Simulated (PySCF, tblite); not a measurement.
# C₅H₉BO₂S: geometry, infrared bands and NMR shifts

Wanted: the infrared bands and NMR shifts of C₅H₉BO₂S (`[BH3-][S@+](C)CC#CC(=O)O`), by calculation.

Programs: tblite 0.8.0 and PySCF 2.14.0, with density-fitted response routines of our own. Each step states its level of theory. These are calculated values for one molecule in the gas phase, unless marked as measured. Atoms are numbered from 0 throughout.

## (1) The starting structure

18 atoms, charge 0, multiplicity 1; geometry from: force field or distance geometry start.

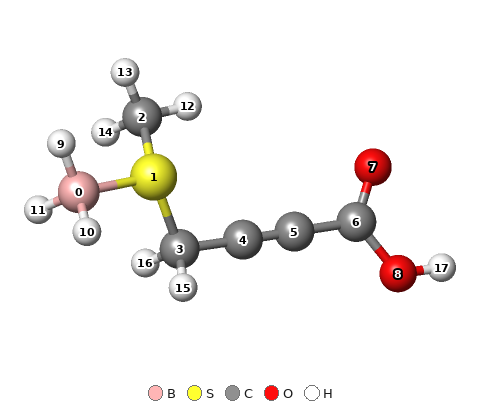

As it starts; boron pink, sulfur yellow, carbon grey, oxygen red, hydrogen white, atoms numbered.

## (2) Geometry optimisation with GFN2-xTB

What the job is given:

```
{"job": {"kind": "relax", "xc": "GFN2-xTB", "basis": "xTB"}, "charge": 0, "multiplicity": 1}
B     -2.900700    -1.289400     0.145700
S     -1.394800    -0.236800     0.344900
C     -1.588800     1.291700    -0.515300
C      0.028800    -1.110000    -0.275700
C      1.245300    -0.362200     0.036900
C      2.242500     0.264800     0.270500
C      3.438600     1.015100     0.559400
O      3.388200     2.270000     0.672600
O      4.653200     0.344700     0.728100
H     -3.860800    -0.698500     0.567900
H     -2.779800    -2.305700     0.749800
H     -3.072900    -1.532400    -1.006800
H     -0.709400     1.935400    -0.354100
H     -2.491200     1.821200    -0.136600
H     -1.727400     1.102100    -1.600400
H      0.088600    -2.112000     0.230800
H     -0.065000    -1.246200    -1.361500
H      5.496700     0.854500     0.932200
```

The run is started by

```console
$ OMP_NUM_THREADS=1 python probes_run.py task.json out
```

This one command runs all jobs of the session in turn.

What it wrote:

```text
step      E/eV     max force
  0    -756.69439    4.047
  1    -757.03856    4.105
  2    -757.27778    2.491
  3    -757.32575    2.730
  4    -757.42586    0.623
  5    -757.46201    0.450
  6    -757.47698    0.373
  7    -757.49029    0.252
  8    -757.49765    0.216
  9    -757.50635    0.338
 10    -757.51624    0.379
 11    -757.52617    0.317
 12    -757.53385    0.215
 13    -757.54131    0.211
 14    -757.55027    0.291
 15    -757.56051    0.315
 16    -757.57022    0.271
 17    -757.57750    0.232
 18    -757.58212    0.172
 19    -757.58481    0.110
 20    -757.58614    0.071
 21    -757.58688    0.064
 22    -757.58748    0.069
 23    -757.58806    0.059
 24    -757.58854    0.040
 25    -757.58884    0.036
 26    -757.58905    0.036
 27    -757.58929    0.036
 28    -757.58968    0.047
 29    -757.59029    0.068
 30    -757.59114    0.085
 31    -757.59207    0.079
 32    -757.59289    0.064
 33    -757.59356    0.052
 34    -757.59412    0.065
 35    -757.59466    0.057
 36    -757.59521    0.055
 37    -757.59581    0.056
 38    -757.59652    0.063
 39    -757.59737    0.086
 40    -757.59828    0.077
 41    -757.59902    0.060
 42    -757.59951    0.047
 43    -757.59992    0.063
 44    -757.60042    0.084
 45    -757.60103    0.080
 46    -757.60165    0.052
 47    -757.60217    0.053
 48    -757.60261    0.053
 49    -757.60299    0.043
 50    -757.60329    0.037
 51    -757.60349    0.030
 52    -757.60363    0.027
 53    -757.60377    0.026
 54    -757.60398    0.037
 55    -757.60424    0.048
 56    -757.60448    0.037
 57    -757.60467    0.043
 58    -757.60483    0.035
 59    -757.60499    0.029
 60    -757.60511    0.025
 61    -757.60517    0.017
 62    -757.60524    0.017
 63    -757.60534    0.028
 64    -757.60551    0.034
 65    -757.60571    0.034
 66    -757.60592    0.031
 67    -757.60611    0.031
 68    -757.60634    0.034
 69    -757.60664    0.048
 70    -757.60698    0.059
 71    -757.60728    0.051
 72    -757.60750    0.031
 73    -757.60767    0.027
 74    -757.60783    0.034
 75    -757.60798    0.048
 76    -757.60814    0.050
 77    -757.60827    0.035
 78    -757.60837    0.022
 79    -757.60845    0.027
 80    -757.60854    0.031
 81    -757.60869    0.038
 82    -757.60895    0.043
 83    -757.60931    0.052
 84    -757.60973    0.062
 85    -757.61018    0.061
 86    -757.61074    0.074
 87    -757.61147    0.083
 88    -757.61219    0.072
 89    -757.61267    0.040
 90    -757.61292    0.045
 91    -757.61310    0.039
 92    -757.61332    0.032
 93    -757.61367    0.041
 94    -757.61385    0.025
 95    -757.61396    0.021
 96    -757.61401    0.017
 97    -757.61405    0.015
 98    -757.61407    0.012
 99    -757.61411    0.017
100    -757.61414    0.019
101    -757.61418    0.014
102    -757.61421    0.014
103    -757.61424    0.016
104    -757.61427    0.018
105    -757.61432    0.037
106    -757.61436    0.025
107    -757.61443    0.021
108    -757.61450    0.021
109    -757.61455    0.017
110    -757.61458    0.012
111    -757.61460    0.010
```

Run time: 0.97 s. Hardware: 1 thread of Arm Neoverse V1, shared host; peak memory 0.18 GiB.

The steps of the relaxation: (not every step is listed)

| step | energy from step 0 (eV) | largest force (eV/Å) |
| --- | --- | --- |
| 0 | 0.0000 | 4.0474 |
| 1 | -0.3442 | 4.1053 |
| 2 | -0.5834 | 2.4908 |
| 3 | -0.6314 | 2.7305 |
| 4 | -0.7315 | 0.6234 |
| 5 | -0.7676 | 0.4501 |
| 6 | -0.7826 | 0.3730 |
| 7 | -0.7959 | 0.2518 |
| 8 | -0.8033 | 0.2159 |
| 17 | -0.8831 | 0.2323 |
| 26 | -0.8947 | 0.0356 |
| 35 | -0.9003 | 0.0566 |
| 44 | -0.9060 | 0.0836 |
| 53 | -0.9094 | 0.0264 |
| 62 | -0.9108 | 0.0173 |
| 71 | -0.9129 | 0.0507 |
| 80 | -0.9141 | 0.0306 |
| 89 | -0.9183 | 0.0396 |
| 98 | -0.9197 | 0.0124 |
| 106 | -0.9200 | 0.0245 |
| 107 | -0.9200 | 0.0210 |
| 108 | -0.9201 | 0.0213 |
| 109 | -0.9202 | 0.0173 |
| 110 | -0.9202 | 0.0121 |
| 111 | -0.9202 | 0.0099 |

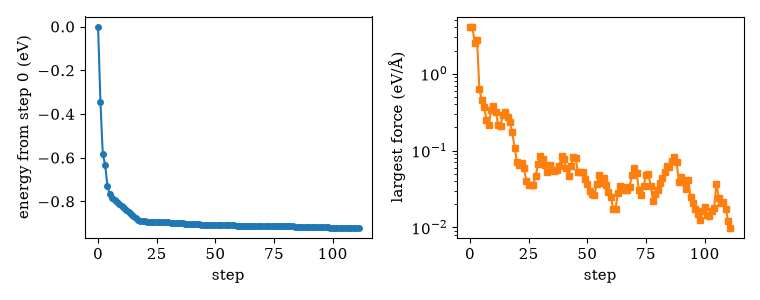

Energy and force, step by step.

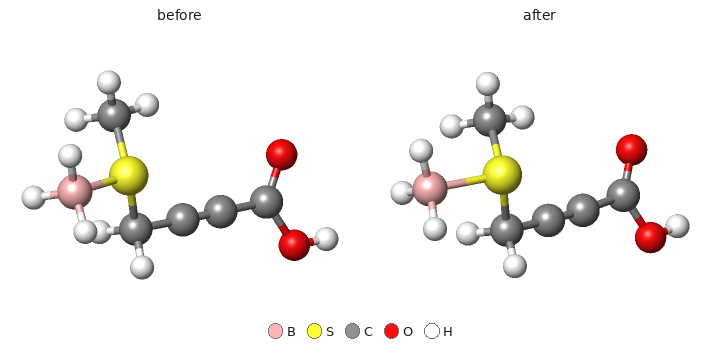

Before and after, at one scale.

Close pairs (by a distance rule), those that changed most:

| bond | before (Å) | after (Å) | change (Å) |
| --- | --- | --- | --- |
| B0–S1 | 1.848 | 1.969 | +0.121 |
| S1–C3 | 1.782 | 1.849 | +0.067 |
| C6–O8 | 1.398 | 1.336 | -0.061 |
| C6–O7 | 1.261 | 1.203 | -0.058 |
| S1–C2 | 1.765 | 1.816 | +0.051 |
| O8–H17 | 1.007 | 0.970 | -0.036 |
| C3–H15 | 1.124 | 1.090 | -0.034 |
| C3–C4 | 1.462 | 1.431 | -0.031 |

The next job starts from the end point, and lists it.

## (3) Infrared spectrum with GFN2-xTB

What the job is given:

```
{"job": {"kind": "ir", "xc": "GFN2-xTB", "basis": "xTB"}, "charge": 0, "multiplicity": 1}
B     -2.934047    -1.260245    -0.141315
S     -1.468121    -0.277165     0.730576
C     -1.375992     1.223499    -0.288035
C     -0.024783    -1.187261     0.018632
C      1.185875    -0.435943     0.153300
C      2.176813     0.239305     0.263036
C      3.317093     1.108988     0.377604
O      3.255859     2.306865     0.285689
O      4.447494     0.431097     0.597516
H     -3.892976    -0.615636     0.119954
H     -2.917177    -2.325133     0.379233
H     -2.648918    -1.271287    -1.295442
H     -0.404867     1.690277    -0.150589
H     -2.161985     1.886432     0.059605
H     -1.546235     0.967592    -1.329547
H      0.029900    -2.127731     0.567715
H     -0.243449    -1.390214    -1.031636
H      5.196756     1.042878     0.672045
```

What it wrote:

```text
mode    cm-1     km/mol
  1      20.2      1.95
  2      36.9      7.44
  3      56.1      3.80
  4     115.7      5.12
  5     144.6      3.11
  6     150.7      0.99
  7     161.4      4.21
  8     191.6      2.37
  9     219.6      2.38
 10     254.5      0.58
 11     301.9      0.68
 12     381.6      8.13
 13     448.4      5.50
 14     481.4     18.07
 15     554.8      5.65
 16     603.2     93.71
 17     675.9     13.38
 18     705.4    127.31
 19     724.2     24.78
 20     742.6     79.07
 21     809.9      4.18
 22     816.5     12.17
 23     835.5     11.11
 24     954.4      6.30
 25     956.5     20.97
 26    1080.8     69.78
 27    1090.5    362.37
 28    1098.8    115.70
 29    1136.2    168.46
 30    1183.9     13.25
 31    1224.1     36.19
 32    1234.5     30.21
 33    1283.7    229.95
 34    1314.8      0.30
 35    1382.5     11.06
 36    1431.3      7.78
 37    1440.7      8.92
 38    1761.6    468.76
 39    2345.7    255.78
 40    2464.6    171.91
 41    2511.9    163.56
 42    2519.3    157.36
 43    2958.5      0.74
 44    2991.7      0.62
 45    3035.4      1.03
 46    3048.8      1.41
 47    3063.9      0.91
 48    3449.4     51.54
```

It took 0.8 s on 1 thread of Arm Neoverse V1, shared host; peak memory 0.18 GiB.

Which atoms move in the most intense modes:

| cm⁻¹ | km/mol | atoms |
| --- | --- | --- |
| 1090 | 362.4 | O8 20 %, H15 17 %, C6 12 % |
| 1136 | 168.5 | H17 52 %, O8 17 % |
| 1284 | 229.9 | C6 48 %, H17 13 %, C4 11 %, C5 10 % |
| 1762 | 468.8 | C6 62 %, O7 36 % |
| 2346 | 255.8 | C4 50 %, C5 48 % |
| 2465 | 171.9 | H11 93 % |
| 2512 | 163.6 | H10 93 % |
| 2519 | 157.4 | H9 93 % |

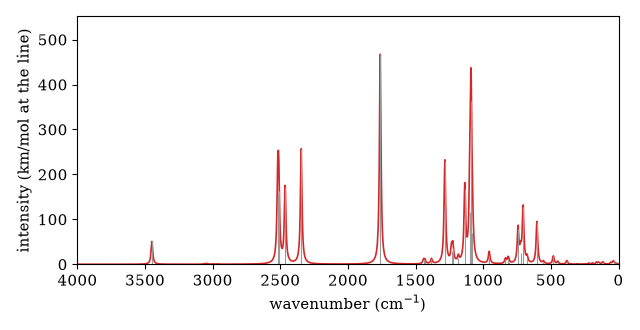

The infrared spectrum from these modes, unscaled. Lines are broadened to a width of 14 cm⁻¹ (Lorentzian).

## (4) Shielding tensors: PBE0/pcSseg-1

Same as in step 3 but for these lines:

```diff
@@ -1,2 +1,2 @@
-{"job": {"kind": "ir", "xc": "GFN2-xTB", "basis": "xTB"}, "charge": 0, "multiplicity": 1}
+{"job": {"kind": "nmr", "xc": "PBE0", "basis": "pcSseg-1"}, "charge": 0, "multiplicity": 1}
 B     -2.934047    -1.260245    -0.141315
```

With the program's defaults for keys left out, this is: GIAO PBE0/pcSseg-1 NMR shielding, non-relativistic, gas phase.

What it wrote:

```text
coarse grid: 15896 points
cycle   1  E = -768.4549399493  dE =  1.401e+00  |g| = 9.850e-01  |ddm| = 4.240e+00
cycle   2  E = -768.0782566663  dE =  3.767e-01  |g| = 1.714e+00  |ddm| = 2.748e+00
cycle   3  E = -768.6280517282  dE = -5.498e-01  |g| = 3.738e-01  |ddm| = 2.030e+00
cycle   4  E = -768.6551297836  dE = -2.708e-02  |g| = 9.176e-02  |ddm| = 3.536e-01
cycle   5  E = -768.6564028535  dE = -1.273e-03  |g| = 2.919e-02  |ddm| = 8.760e-02
cycle   6  E = -768.6565980320  dE = -1.952e-04  |g| = 7.614e-03  |ddm| = 3.523e-02
cycle   7  E = -768.6566075767  dE = -9.545e-06  |g| = 4.317e-03  |ddm| = 9.070e-03
cycle   8  E = -768.6566116438  dE = -4.067e-06  |g| = 1.310e-03  |ddm| = 3.572e-03
final grid: 149760 points
cycle   9  E = -768.7341598638  dE = -3.114e-05  |g| = 1.362e-02  |ddm| = 8.231e-02
cycle  10  E = -768.7341013767  dE =  5.849e-05  |g| = 2.179e-02  |ddm| = 3.163e-02
cycle  11  E = -768.7341958099  dE = -9.443e-05  |g| = 3.932e-03  |ddm| = 2.077e-02
cycle  12  E = -768.7341990571  dE = -3.247e-06  |g| = 5.352e-04  |ddm| = 3.172e-03
cycle  13  E = -768.7341991121  dE = -5.491e-08  |g| = 1.684e-04  |ddm| = 5.130e-04
cycle  14  E = -768.7341991164  dE = -4.305e-09  |g| = 1.112e-04  |ddm| = 2.099e-04
cycle  15  E = -768.7341991191  dE = -2.688e-09  |g| = 2.629e-05  |ddm| = 9.898e-05
cycle  16  E = -768.7341991192  dE = -1.512e-10  |g| = 4.917e-06  |ddm| = 2.975e-05
converged SCF energy = -768.7341991192

GIAO shielding tensors (ppm)
atom      isotropic    diamagn.    paramagn.     s11        s22        s33       span
  0 B      123.690     189.888     -66.198    101.579    115.986    153.506     51.927
  1 S      458.244    1057.276    -599.031    335.488    406.120    633.125    297.637
  2 C      156.392     254.802     -98.410    135.424    146.161    187.591     52.167
  3 C      148.283     256.934    -108.651    124.601    143.333    176.914     52.314
  4 C       97.740     260.818    -163.078      9.297     31.073    252.851    243.554
  5 C      101.588     251.633    -150.045     13.637     33.233    257.894    244.257
  6 C       28.837     255.954    -227.117    -74.494     78.614     82.391    156.885
  7 O     -127.680     403.949    -531.628   -389.073   -248.128    254.162    643.235
  8 O      120.914     389.129    -268.215    -37.763    149.582    250.921    288.684
  9 H       29.595      29.553       0.042     26.289     27.097     35.397      9.107
 10 H       29.616      29.360       0.256     26.158     27.311     35.379      9.221
 11 H       30.227      29.990       0.236     26.909     28.223     35.549      8.640
 12 H       28.755      32.809      -4.053     22.912     28.024     35.330     12.418
 13 H       29.311      30.272      -0.960     24.870     26.065     36.998     12.128
 14 H       29.755      31.802      -2.047     26.107     27.501     35.657      9.550
 15 H       28.168      30.022      -1.854     22.181     27.468     34.856     12.675
 16 H       28.602      31.495      -2.894     23.476     28.914     33.415      9.939
 17 H       25.260      26.686      -1.426     19.769     22.201     33.809     14.040
```

It took 53 s on 1 thread of Arm Neoverse V1, shared host; peak memory 0.91 GiB.

Shifts follow as δ = σ(reference) − σ, with reference shieldings (ppm) from runs at the same level and on the same kind of geometry: 1H TMS 31.72, 13C TMS 186.9, 17O H2O 336.1, 11B BF3·OEt2 100.1, 33S CS2 504. The references are single molecules in the gas phase, so shifts against H2O, NH3, PH3, H3PO4 or CFCl3 are not on the usual liquid scales and can be off by tens of ppm. Atoms listed in one row are averaged.

| atoms | environment | σ (ppm) | δ (ppm) | δ scaled to CDCl3 |
| --- | --- | --- | --- | --- |
| C6 | carboxylic acid carbon | 28.8 | 158.1 | 152.4 |
| C4 | alkyne carbon | 97.7 | 89.2 | 85.1 |
| C5 | alkyne carbon | 101.6 | 85.3 | 81.4 |
| C3 | propargylic sp3 CH2 bonded to S | 148.3 | 38.6 | 31.4 |
| C2 | methyl carbon bonded to S | 156.4 | 30.5 | 23.5 |
| H17 | hydrogen on an acid hydroxyl oxygen | 25.26 | 6.46 | – |
| H15 | hydrogen on a propargylic sp3 CH2 bonded to S | 28.17 | 3.55 | 3.45 |
| H16 | hydrogen on a propargylic sp3 CH2 bonded to S | 28.60 | 3.12 | 3.04 |
| H12, H13, H14 | hydrogen on a methyl carbon bonded to S | 29.27 | 2.44 | 2.41 |
| H9, H10, H11 | hydrogen on a boron bonded to S | 29.81 | 1.90 | – |
| B0 | boron bonded to S, 3 H | 123.7 | -23.6 | – |
| S1 | sulfur bonded to 2 C, B | 458 | 45 | – |
| O7 | carbonyl oxygen | -127.7 | 463.8 | – |
| O8 | acid hydroxyl oxygen | 120.9 | 215.2 | – |

The scaled column applies a straight-line fit of computed shieldings to shifts measured in CDCl3, with any fitted terms for Cl, Br or S neighbours (root-mean-square error 0.16 ppm for H, 1.9 ppm for C).

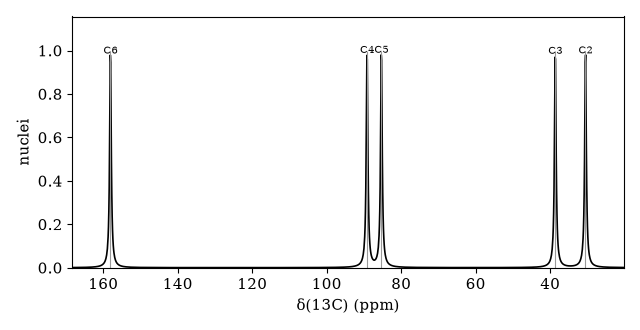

13C lines at the computed shifts, without couplings. Lines are broadened to a width of 0.51 ppm (Lorentzian).

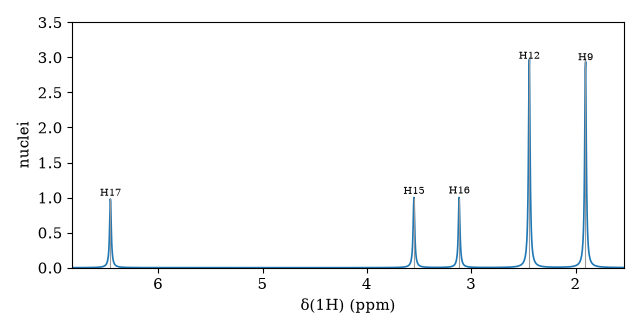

1H lines at the computed shifts, without couplings. Lines are broadened to a width of 0.02 ppm (Lorentzian).

Charges from the same density, by scheme (e):

| atoms | Mulliken | IAO | Hirshfeld | ESP fit |
| --- | --- | --- | --- | --- |
| B0 | -0.17 | -0.53 | -0.12 | -0.22 |
| S1 | 0.09 | 0.55 | 0.27 | 0.21 |
| C2 | -0.37 | -0.51 | -0.10 | -0.55 |
| C3 | -0.30 | -0.36 | -0.03 | -0.39 |
| C4 | 0.16 | 0.01 | -0.01 | 0.11 |
| C5 | -0.07 | -0.09 | -0.05 | -0.28 |
| C6 | 0.29 | 0.53 | 0.22 | 0.81 |
| O7 | -0.38 | -0.44 | -0.26 | -0.53 |
| O8 | -0.34 | -0.46 | -0.17 | -0.58 |

ESP fit charges:

B0 -0.22; S1 0.21; C2 -0.55; C3 -0.39; C4 0.11; C5 -0.28; C6 0.81; O7 -0.53; O8 -0.58; H9 -0.03; H10 -0.06; H11 -0.08; H12 0.21; H13 0.24; H14 0.22; H15 0.25; H16 0.24; H17 0.44

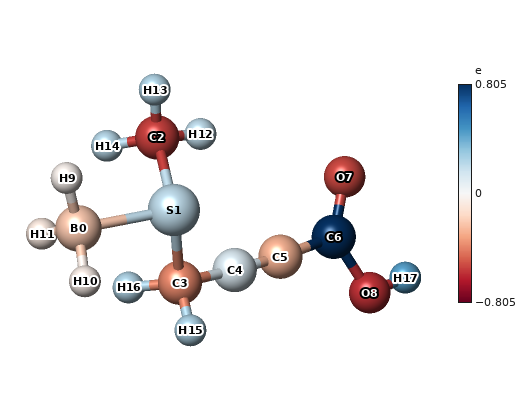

ESP fit charges, as colours on the atoms.

Mayer bond orders: B0–S1 0.62, S1–C2 0.96, S1–C3 0.96, C3–C4 1.11, C4–C5 2.19, C5–C6 1.10, C6–O7 1.92, C6–O8 1.19.

The fields below are evaluated on a grid from the run's orbitals.

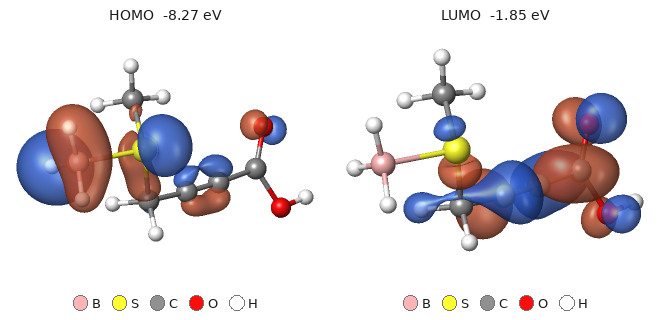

PBE0/pcSseg-1 orbitals near the gap, drawn at the value that encloses 70 % of each; the two colours are the two signs.

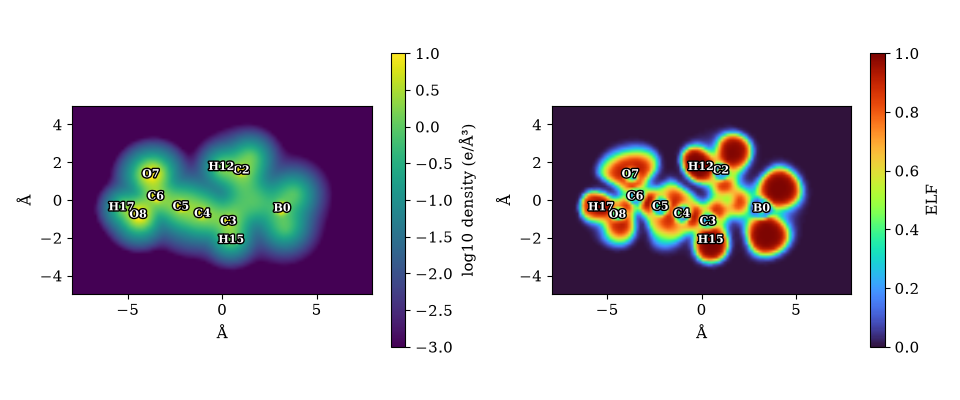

Density (left) and ELF (right) in a plane through or near 11 of the atoms.

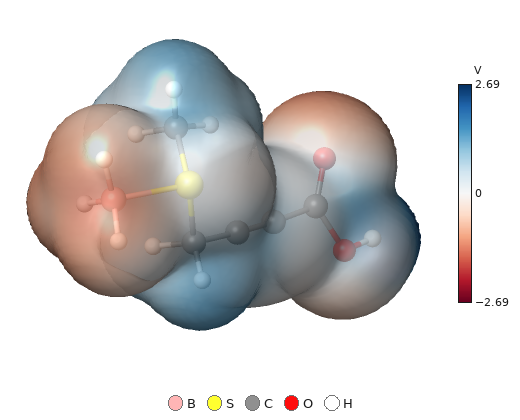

The potential that a unit positive charge feels on the 0.002 e/bohr³ surface, from -1.24 to 2.69 V.

## (5) Outcome

```
                                                              quantity                              value
                             strongest single infrared mode (GFN2-xTB)              1762 cm⁻¹, 469 km/mol
                                          zero-point energy (GFN2-xTB)                      80.6 kcal/mol
                                13C shifts against TMS (PBE0/pcSseg-1)  158.1, 89.2, 85.3, 38.6, 30.5 ppm
1H shifts against TMS (PBE0/pcSseg-1, means over atoms taken as alike)   6.46, 3.55, 3.12, 2.44, 1.90 ppm
                           11B shifts against BF3·OEt2 (PBE0/pcSseg-1)                          -23.6 ppm
                                33S shifts against CS2 (PBE0/pcSseg-1)                             45 ppm
                                17O shifts against H2O (PBE0/pcSseg-1)                   463.8, 215.2 ppm
                                 surface potential, least and greatest                 -1.24 V and 2.69 V
```

In words: Relaxing lowered the energy by 0.920 eV in 111 steps; the close pair that moved most is B0–S1, from 1.848 to 1.969 Å. No mode is imaginary among the 48: a minimum at this level. The strongest single mode, at 1762 cm⁻¹, moves mainly C6 and O7. Unscaled tight-binding wavenumbers are off by several per cent, some by more. Its intensities can rank the bands wrongly. At PBE0/pcSseg-1: Shielding is most anisotropic at O7 (span 643 ppm, paramagnetic term -532 ppm). By nearest atom (PBE0/pcSseg-1), the HOMO sits on H11 36 %; S1 15 % and the LUMO on C4, C6 about 23 % each; O7 17 %.
